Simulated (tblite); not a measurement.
## Nudged elastic band of C$_{4}$H$_{12}$BNSi

System: C$_{4}$H$_{12}$BNSi, SMILES C=CN(C)BC[SiH3].
Method: GFN2-xTB climbing-image nudged elastic band, gas phase (tblite 0.8.0).

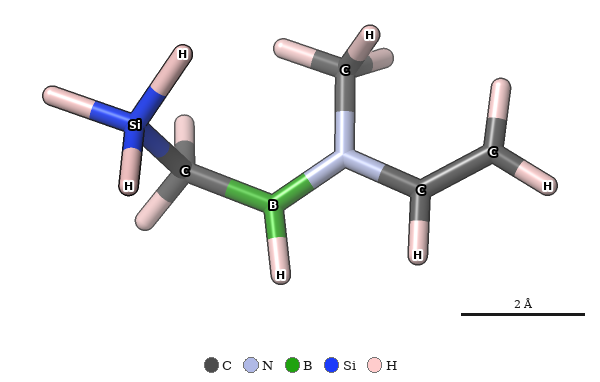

*The structure (stick view, seen at a tilt).*

## Input
```
{"job": {"xc": "GFN2-xTB", "basis": "xTB", "kind": "neb"}, "charge": 0, "multiplicity": 1}
C     -2.998060     0.750598    -0.949417
C     -1.864009     0.156467    -1.302744
N     -0.780000    -0.144264    -0.487539
C     -0.925407     0.256620     0.896979
B      0.354842    -0.786599    -1.004402
C      1.618926    -1.146930    -0.140999
Si     2.825506     0.322843    -0.028601
H     -3.762657     0.924156    -1.684646
H     -3.220298     1.082679     0.048137
H     -1.719591    -0.149130    -2.329184
H     -0.030258     0.001981     1.454807
H     -1.081619     1.336324     0.964318
H     -1.782712    -0.247078     1.352225
H      0.357403    -1.030275    -2.154154
H      1.380337    -1.464323     0.875049
H      2.165175    -1.973889    -0.596647
H      3.995048    -0.084414     0.760032
H      2.192110     1.465819     0.640339
H      3.265462     0.738666    -1.361886
```

The first line tells a small driver script what to run in tblite; the rest is the geometry in Å.

Hardware: 1 CPU thread, shared host.

Run as:
```bash
OMP_NUM_THREADS=1 python <driver script> task.json out
```

## Log
```
image   E - E0 / eV
  0       0.0000
  1       0.1030
  2       0.4382
  3       0.8965
  4       0.3273
  5       0.0608
  6       0.0027
```

## Results in brief

| quantity | value |
| --- | --- |
| outcome | converged |
| forward barrier | 0.896 eV |
| wall time | 5.1 s |
| peak memory | 0.2 GiB |
